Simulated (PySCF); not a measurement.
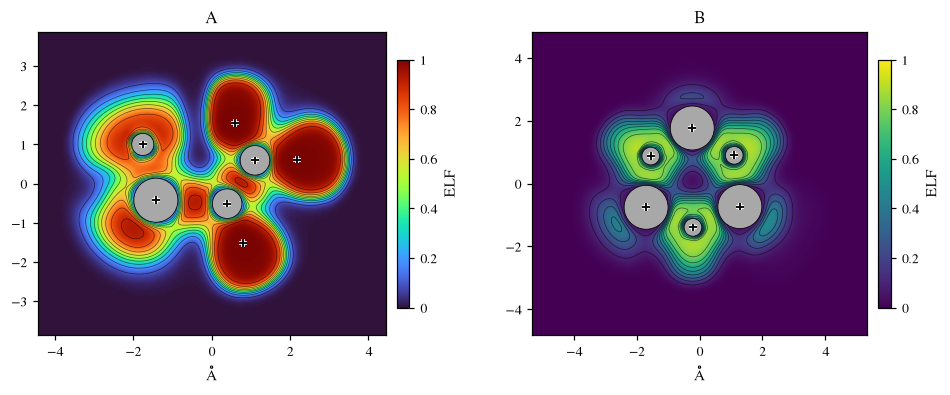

The electron localisation function of 2 systems, each on a plane through atoms (crosses mark nuclei in the plane; grey discs cover the cores).

These are results of PySCF 2.14.0, KT2/pcSseg-1, SCF density, in a chloroform solvent model, non-relativistic, not measurements.

System 1: CH$_{6}$F$_{2}$O$_{3}$Si$_{3}$, the plane of atoms O3, Si4 and O5. Geometry: GFN2-xTB.

```
atom    x (Å)    y (Å)    z (Å)
   C   2.4586   0.3158   0.0177
  Si   0.8885  -0.6475   0.4188
   O   0.0901  -1.0010  -0.9610
  Si  -1.4013  -0.6505  -1.4966
   O  -2.1373   0.2827  -0.3702
  Si  -1.5822   0.7960   1.0350
   F  -1.6269   2.3807   1.0631
   F  -2.5351   0.2754   2.1901
   O  -0.0902   0.3149   1.3236
   H   3.1325  -0.2847  -0.5837
   H   2.2454   1.2306  -0.5308
   H   2.9824   0.5897   0.9275
   H   0.9866  -1.8938   1.1643
   H  -2.1597  -1.8876  -1.5458
   H  -1.2558   0.1873  -2.6738
```

System 2: C$_{3}$H$_{6}$OS, the plane of atoms S3, C2 and H8. Geometry: GFN2-xTB.

```xyz
11

C     1.7235    0.5028    0.4075
C     0.9022   -0.5165    0.5237
S    -0.0941   -1.0474   -0.9048
C    -1.6845   -0.4741   -0.1378
O     0.2053   -0.1011   -1.9779
H     2.3492    0.8592    1.2084
H     1.7792    1.0245   -0.5362
H     0.7747   -1.1215    1.4056
H    -2.4721   -0.6307   -0.8674
H    -1.8727   -1.0653    0.7507
H    -1.6052    0.5802    0.1022
```

Which map belongs to which system?

Answer. Panel A is system 2, C$_{3}$H$_{6}$OS: the plane holds C, S, O and H. C–C (1.31 Å): the ELF peaks at about 0.90 between the atoms; a multiple bond. Panel B is system 1, CH$_{6}$F$_{2}$O$_{3}$Si$_{3}$: the plane holds Si and O. Si–O (1.59 Å): the ELF peaks at about 0.85 between the atoms (a short, strongly polar bond).
